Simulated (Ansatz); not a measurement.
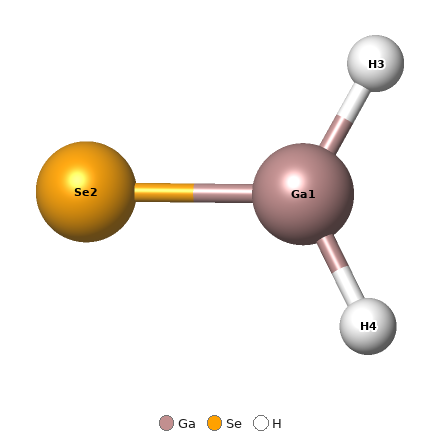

The system is GaH₂Se, SMILES [GaH2][Se], spin multiplicity 2; the picture shows the reference structure. Coordinates scanned: (1) bond length Ga1–Se2; (2) bond length Ga1–H4. Nothing is relaxed (all other coordinates rigid). The scan uses an 11 × 11 grid. At 25 points there is no value. All energies are given in kJ/mol relative to the relaxed molecule at the same level. All numbers below come from UKS PBE-D4/def2-SVP (Ansatz 0.2.0).

Its coordinates:

```
atom    x (Å)    y (Å)    z (Å)
  Ga  -0.1924   0.0318  -0.0778
  Se   1.9165  -0.3169   0.7748
   H  -1.3580  -0.8840   0.4582
   H  -0.3661   1.1691  -1.1553
```

Range: bond length Ga1–Se2 from 1.979 to 3.222 Å; bond length Ga1–H4 from 1.356 to 2.207 Å.

**Predict the map.**

The lowest grid point is at bond length Ga1–Se2 = 2.352 Å, bond length Ga1–H4 = 1.526 Å, 3.1 kJ/mol from the relaxed molecule at the same level. The smooth surface has its minimum beside a grid point that was not computed. The highest grid point, bond length Ga1–Se2 = 3.222 Å, bond length Ga1–H4 = 2.207 Å, lies 279 kJ/mol above the lowest.

| bond length Ga1–H4 ↓, bond length Ga1–Se2 → | 1.979 | 2.103 | 2.228 | 2.352 | 2.476 | 2.600 | 2.725 | 2.849 | 2.973 | 3.098 | 3.222 |
| --- | --- | --- | --- | --- | --- | --- | --- | --- | --- | --- | --- |
| 2.207 | 195 | 135 | 114 | 116 | 130 | 152 | 177 | 204 | 231 | 257 | 282 |
| 2.122 | 178 | – | 95 | – | 110 | – | 156 | – | 210 | – | 261 |
| 2.037 | 161 | 99 | 76 | 76 | 89 | 110 | 136 | 163 | 190 | 217 | 242 |
| 1.951 | 143 | – | 57 | – | 69 | – | 115 | – | 170 | – | 222 |
| 1.866 | 127 | 64 | 39 | 38 | 51 | 72 | 97 | 124 | 152 | 179 | 205 |
| 1.781 | 113 | – | 23 | – | 34 | – | 81 | – | 136 | – | 189 |
| 1.696 | 102 | 37 | 11 | 9 | 22 | 42 | 68 | 95 | 123 | 151 | 177 |
| 1.611 | 96 | – | 4 | – | 14 | – | 61 | – | 116 | – | 170 |
| 1.526 | 97 | 32 | 5 | 3 | 15 | 36 | 62 | 89 | 117 | 145 | 171 |
| 1.441 | 111 | – | 18 | – | 28 | – | 74 | – | 130 | – | 184 |
| 1.356 | 140 | 74 | 47 | 44 | 57 | 77 | 103 | 131 | 159 | 187 | 213 |

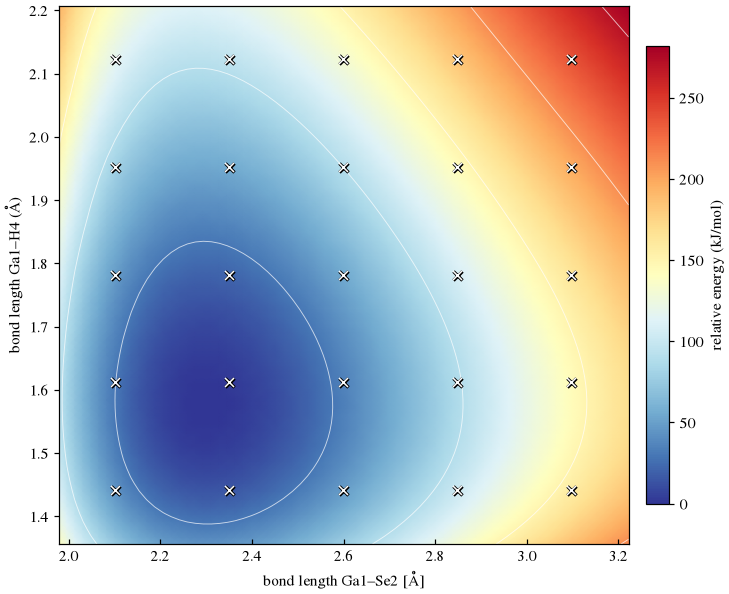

Drawn: a smooth colour map with a few white contour lines, crosses at grid points without a value. Between grid points the surface is interpolated.

The whole map (96 points run) took 14 min on 1 thread of Arm Neoverse V2 (shared host).
